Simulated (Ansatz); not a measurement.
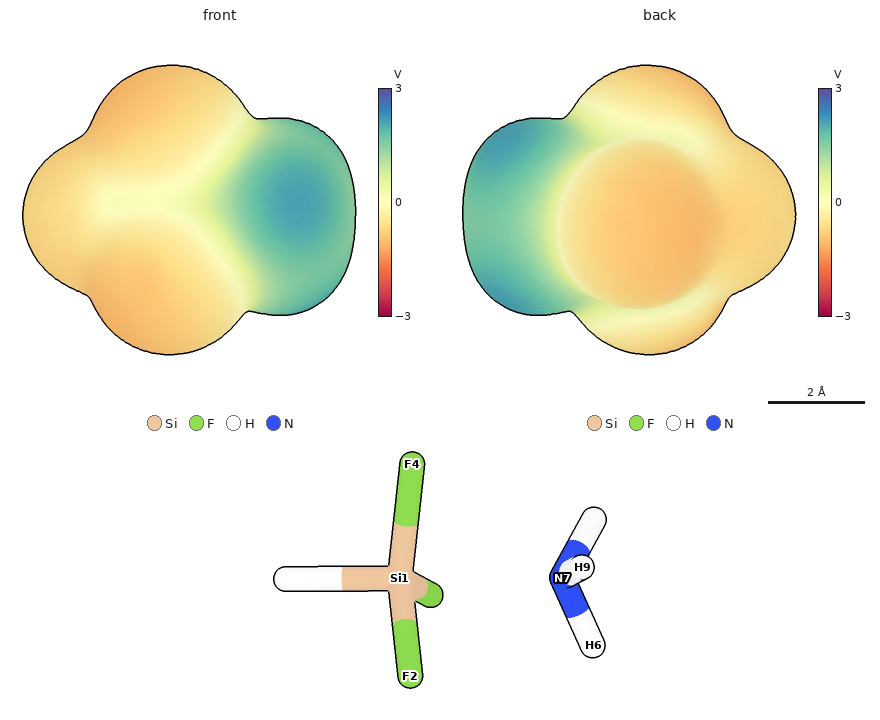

The picture shows: F3HSi···NH3. The molecular electrostatic potential painted on the density surface at 0.001 e/bohr³, seen from the front and from behind; red is negative and blue positive. The bare structure is drawn below in the same view.

The reactant side of a reaction path; geometry: PBE0-D4/def2-TZVP.

Computed with RKS PBE0-D4/def2-TZVPP (Ansatz).

```yaml
atoms:
  - { symbol: Si, position_ang: [-0.9134, 0.2805, 0.1730] }
  - { symbol: F, position_ang: [-0.8957, -1.0399, 1.0955] }
  - { symbol: F, position_ang: [-1.0272, 0.0851, -1.4218] }
  - { symbol: F, position_ang: [-0.1581, 1.5937, 0.7204] }
  - { symbol: H, position_ang: [-2.3037, 0.7074, 0.4364] }
  - { symbol: H, position_ang: [1.0893, -1.2557, -0.6155] }
  - { symbol: N, position_ang: [1.0734, -0.3296, -0.2033] }
  - { symbol: H, position_ang: [1.5279, 0.3126, -0.8429] }
  - { symbol: H, position_ang: [1.6075, -0.3540, 0.6581] }
```

**Where is the surface potential most negative and most positive?**

The most negative region (about −1.0 V) lies over F2, F3 and F4, the most positive (about +2.1 V) over H6, H8 and H9.
